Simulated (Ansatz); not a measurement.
Input file:

```
crystal:
  periodic: [false, false, false]
  atoms:
    - symbol: "N"
      position_ang: [-2.221708, 1.137290, -0.082508]
    - symbol: Si
      position_ang: [-0.900125, 0.232472, -0.499034]
    - symbol: Si
      position_ang: [-2.458042, 0.283041, 1.489692]
    - symbol: H
      position_ang: [-1.967396, 1.410452, 2.463930]
basis:
  gaussian:
    orbitals: def2-TZVPD
output:
  forces: true
  orbitals: {seedname: orbitals}
magnetization:
  spin_polarized: true
  initial_magnetization: 1
hamiltonian:
  xc: pbe0
total_charge: -1
```

Run with:

```sh
ansatz run input.yaml --threads 1 --pin off --max-ram 2610MiB --events-out events.jsonl --progress --plain --runs-dir runs
```

Geometry: PBE0-D3(BJ)/def2-SVPD; the highest occupied orbital lies above zero, a sign that basis and functional describe the outermost electron poorly.

Theory: isolated molecule in a Gaussian basis; Kohn-Sham density functional theory, functional PBE0 in Ansatz.

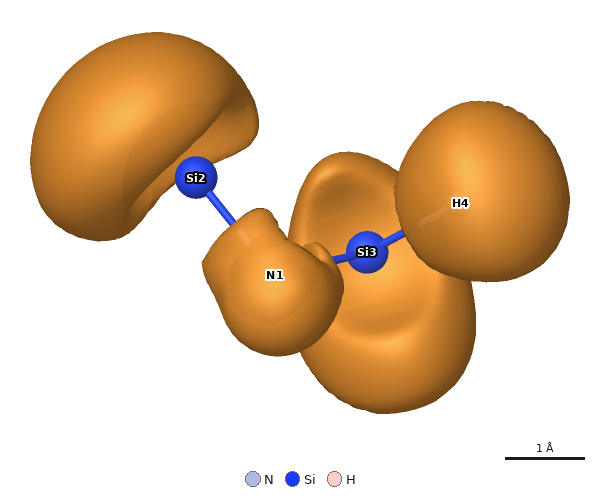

HNSi₂ (charge −1, doublet). Isosurface of the ELF at 0.8 (orange), seen at an oblique angle. Only the valence region is drawn (cores and ρ < 0.01 e/Å³ removed).

Question: Where are the electrons localised?

Answer: The surface consists of one region around a hydrogen nucleus, two lobes on Si, pointing away from the bonds (non-bonding electrons) and one region wrapped around N (its valence shell).

Values along the shortest contacts:
Si–N (1.65 Å): the ELF peaks at about 0.85 between the atoms; a short, strongly polar bond. Si–H (1.57 Å): the ELF climbs to about 1 towards the hydrogen, as it does in any bond to H.
